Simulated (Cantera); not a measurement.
Charge: 1 mol toluene, 0.58 mol H2, 0.26 mol CO2, held at 2800 Pa.

These are equilibrium values from Cantera (NASA tables, ideal gas, pure condensed phases), not measurements of a reactor. Candidate condensed phases: C, C6H6, C7H8, C8H18, H2O; 110 gas species. The numbers say what is thermodynamically allowed, not how fast it happens.

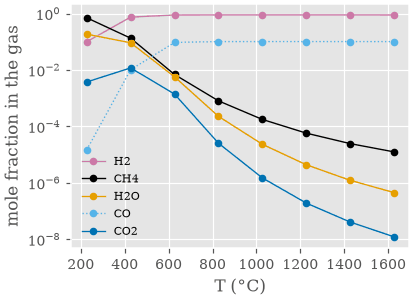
Figure: Equilibrium gas composition (values under 1e-9 drawn at 1e-9)

From 227 °C to 1627 °C the condensed part is C(graphite). The main C-bearing gas is CH4 at 227 °C and CO at 1627 °C. The share of C in condensed phases is highest at 627 °C (92.9 %) and lowest at 227 °C (73.6 %).
